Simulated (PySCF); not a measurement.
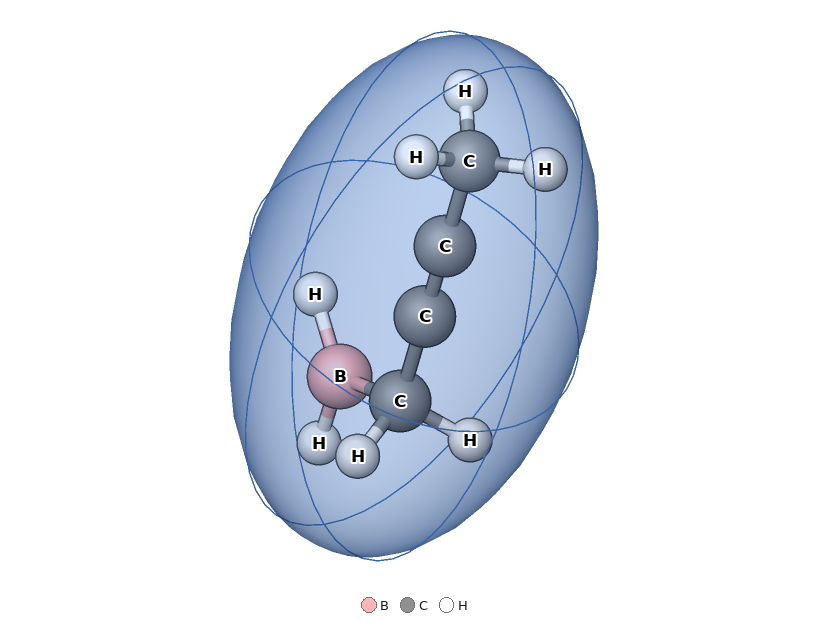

The ellipsoid shows the static dipole polarisability: its half-axes are proportional to the principal values. The geometry was computed by an optimisation with GFN2-xTB. No frequency run is at hand to confirm it as a minimum. Method: PBE0/def2-SVPD (PySCF 2.14.0).

How large and how anisotropic is the polarisability?

Principal values 45.4, 52.2, 89.0 bohr³; mean 62.2 bohr³ (9.22 Å³); anisotropy 40.6 bohr³, so the longest axis is 1.96 times the shortest.

The geometry is semi-empirical. Around B such bond lengths and angles can be off by a tenth of an ångström or more and by several degrees, and values that hang on the shape move with them.
